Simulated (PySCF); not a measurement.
Geometry relaxation, with input and output: C₃H₄ClF₃

The run: geometry relaxation of C₃H₄ClF₃. Method and program: PBE0-D3(BJ)/def2-SVP geometry optimisation from the GFN2-xTB point and Hessian, gas phase (PySCF 2.14.0).

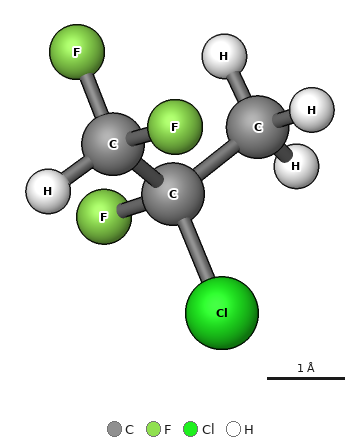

Figure 1. The starting structure (ball-and-stick view, seen at a tilt).

Summary

| quantity | value |
| --- | --- |
| outcome | converged |
| total energy | −875.433609 hartree |
| hardware | 1 CPU thread, shared host |
| wall time | 37 s |
| peak memory | 0.55 GiB |

Input
```
{"job": {"xc": "PBE0", "basis": "def2-SVP", "kind": "refine"}, "charge": 0, "multiplicity": 1}
C     -1.206414    -0.254784     0.443645
C     -0.139506     0.410653    -0.395736
F     -0.410818     0.257299    -1.725764
Cl    -0.058364     2.171359    -0.075726
C      1.271056    -0.160716    -0.153631
F      1.265470    -1.498507    -0.334778
F      1.648251     0.050843     1.120783
H     -1.231878    -1.317022     0.205489
H     -0.976950    -0.122833     1.497405
H     -2.174466     0.186130     0.221119
H      2.019043     0.280249    -0.828769
```

The first line tells a small driver script what to run in PySCF; the rest is the geometry in Å.

Launched with:
```bash
OMP_NUM_THREADS=1 python <driver script> task.json out
```

Log
```
step      E/eV     max force
  0    -23821.73520   0.6254
  1    -23821.75937   0.2150
  2    -23821.75935   0.2126
  3    -23821.76187   0.0223
  4    -23821.76187   0.0100
```

Trajectory as extended XYZ (Å, eV, eV/Å), 5 frames, from step=0 to step=4
```
11
Properties=species:S:1:pos:R:3:forces:R:3 step=0 energy=-23821.73520
C    -1.2064   -0.2548    0.4436    0.4310   0.2740  -0.3610
C    -0.1395    0.4107   -0.3957   -0.0160  -0.0970  -0.1820
F    -0.4108    0.2573   -1.7258    0.1180  -0.1340   0.3750
Cl   -0.0584    2.1714   -0.0757   -0.0010  -0.1210   0.0530
C     1.2711   -0.1607   -0.1536    0.1610  -0.2570   0.2970
F     1.2655   -1.4985   -0.3348   -0.2500   0.1280  -0.1970
F     1.6483    0.0508    1.1208   -0.1640   0.1680  -0.0500
H    -1.2319   -1.3170    0.2055    0.0330  -0.3410  -0.0790
H    -0.9769   -0.1228    1.4974    0.0720   0.0330   0.3730
H    -2.1745    0.1861    0.2211   -0.3160   0.1950  -0.0850
H     2.0190    0.2802   -0.8288   -0.0660   0.1520  -0.1430
11
Properties=species:S:1:pos:R:3:forces:R:3 step=1 energy=-23821.75937
C    -1.1967   -0.2415    0.4538    0.1160   0.0690  -0.0950
C    -0.1351    0.4017   -0.3989    0.0430  -0.0990  -0.0480
F    -0.4007    0.2001   -1.7172    0.0350   0.0000   0.1370
Cl   -0.0626    2.1659   -0.1135    0.0100  -0.0340   0.0180
C     1.2731   -0.1614   -0.1488   -0.0230  -0.1170   0.0220
F     1.2641   -1.4823   -0.4334   -0.0210   0.2090   0.0460
F     1.6038   -0.0160    1.1470   -0.0520   0.0040  -0.1460
H    -1.2213   -1.3160    0.2378    0.0140  -0.0910  -0.0240
H    -0.9708   -0.0886    1.5135    0.0210   0.0150   0.0920
H    -2.1707    0.1992    0.2197   -0.0900   0.0560  -0.0340
H     2.0223    0.3415   -0.7860   -0.0530  -0.0130   0.0300
11
Properties=species:S:1:pos:R:3:forces:R:3 step=2 energy=-23821.75935
C    -1.1974   -0.2470    0.4443   -0.0720  -0.0560   0.0690
C    -0.1307    0.3997   -0.3911    0.0210   0.0540   0.0630
F    -0.3915    0.2166   -1.7074   -0.0250  -0.0100  -0.1100
Cl   -0.0529    2.1578   -0.0725   -0.0110   0.0370  -0.0290
C     1.2726   -0.1629   -0.1493   -0.0740   0.1640  -0.0570
F     1.2470   -1.4843   -0.3808    0.0270  -0.2080  -0.0350
F     1.6330    0.0363    1.1244    0.0520  -0.0210   0.1540
H    -1.2213   -1.3236    0.2176   -0.0050   0.0490   0.0080
H    -0.9832   -0.1046    1.5123   -0.0070  -0.0020  -0.0500
H    -2.1715    0.2014    0.2017    0.0550  -0.0260   0.0160
H     2.0013    0.3134   -0.8250    0.0400   0.0190  -0.0280
11
Properties=species:S:1:pos:R:3:forces:R:3 step=3 energy=-23821.76187
C    -1.1963   -0.2433    0.4504   -0.0060  -0.0030   0.0070
C    -0.1323    0.3992   -0.3947   -0.0140   0.0090  -0.0040
F    -0.3961    0.2037   -1.7111    0.0000  -0.0030  -0.0030
Cl   -0.0571    2.1617   -0.0975    0.0000  -0.0020  -0.0010
C     1.2713   -0.1617   -0.1494    0.0200  -0.0090   0.0040
F     1.2577   -1.4816   -0.4150   -0.0030  -0.0020  -0.0080
F     1.6143    0.0021    1.1377   -0.0030   0.0070   0.0080
H    -1.2200   -1.3200    0.2304    0.0000   0.0050   0.0010
H    -0.9765   -0.0931    1.5147   -0.0010   0.0000  -0.0050
H    -2.1703    0.2020    0.2097    0.0060  -0.0040   0.0010
H     2.0107    0.3338   -0.8012    0.0000   0.0020  -0.0010
11
Properties=species:S:1:pos:R:3:forces:R:3 step=4 energy=-23821.76187
C    -1.1960   -0.2427    0.4514    0.0020   0.0010  -0.0020
C    -0.1328    0.3988   -0.3958    0.0050  -0.0030   0.0010
F    -0.3971    0.2016   -1.7118    0.0000  -0.0010   0.0010
Cl   -0.0568    2.1614   -0.1002   -0.0020   0.0010  -0.0010
C     1.2716   -0.1621   -0.1496   -0.0020   0.0000   0.0030
F     1.2594   -1.4808   -0.4216    0.0020   0.0090   0.0040
F     1.6099   -0.0027    1.1396    0.0000  -0.0030  -0.0090
H    -1.2193   -1.3197    0.2337    0.0000  -0.0010   0.0000
H    -0.9756   -0.0900    1.5150    0.0000   0.0000   0.0000
H    -2.1702    0.2015    0.2103   -0.0020   0.0000  -0.0010
H     2.0124    0.3373   -0.7970   -0.0030  -0.0030   0.0040
```

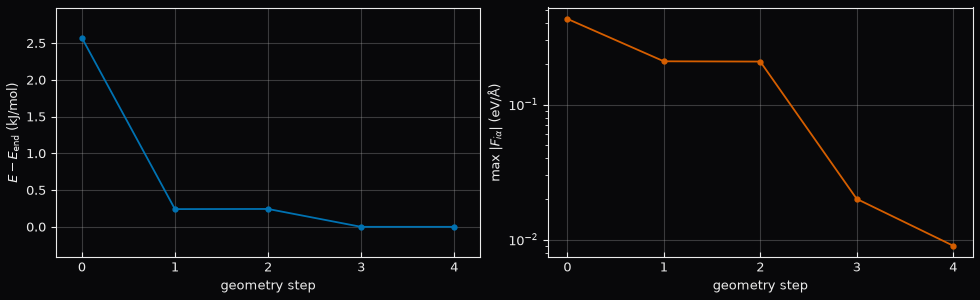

Figure 2. Progress of the relaxation, step by step (steps are counted from 0).

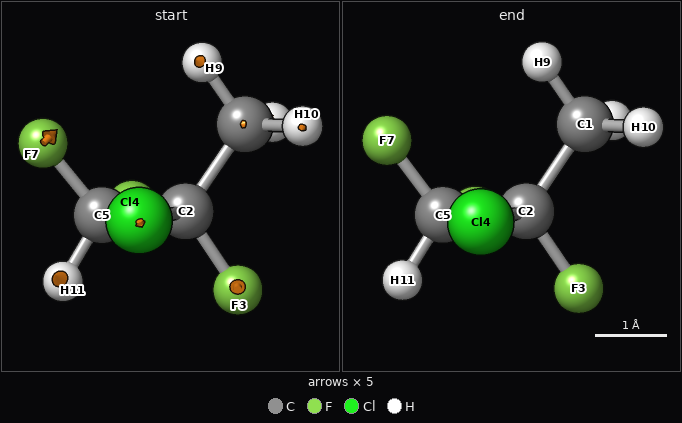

Figure 3. Before (left) and after (right) the relaxation, at one scale (ball-and-stick view, seen at a tilt). The orange arrows give the displacements, magnified 5 times. The atom that moves furthest after the best rigid fit is F6 (0.089 Å). Largest moves by element: F 0.089 Å, H 0.066 Å, Cl 0.027 Å, C 0.018 Å. Among the contacts that change: C1–H10 1.087 → 1.098 Å, C2–F3 1.366 → 1.357 Å, C2–C5 1.541 → 1.532 Å, C1–C2 1.512 → 1.503 Å. The energy falls by 2.57 kJ/mol in 4 geometry steps. Largest force component: 0.43 eV/Å at the start, 0.009 eV/Å at the end. (Atoms are counted from 1 in the order of the input.)
